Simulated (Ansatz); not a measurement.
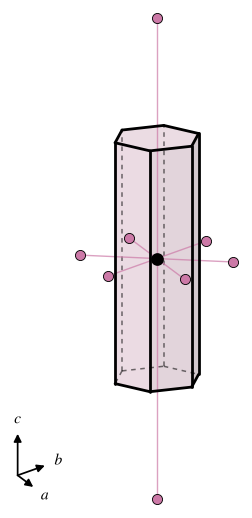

For Co, the geometry relaxed with Ansatz 0.2.0, DFT, RPBE, plane waves (420 eV) with PAW, scalar-relativistic; the starting structure was generated, so it need not be a known form of this composition: the Wigner–Seitz cell of the crystal's lattice, with lines to the lattice points that define its faces. Symmetry computed with spglib at a tolerance of 0.002 Å; standard conventional cell.

a = 2.519 Å, b = 2.519 Å, c = 8.172 Å, α = 90.00°, β = 90.00°, γ = 120.00°; lattice centring P.

Describe the polyhedron.

A hexagonal prism: 8 faces (6 with 4 edges, 2 with 6 edges), 18 edges, 12 vertices. Its volume is that of the primitive cell, 44.9 Å³.

Which lattice vectors do the faces bisect?

```json
{"example": "a + b", "length (Å)": "2.52", "faces": "6", "edges of each": "4", "area (Å²)": "11.9"}
{"example": "c", "length (Å)": "8.17", "faces": "2", "edges of each": "6", "area (Å²)": "5.5"}
```
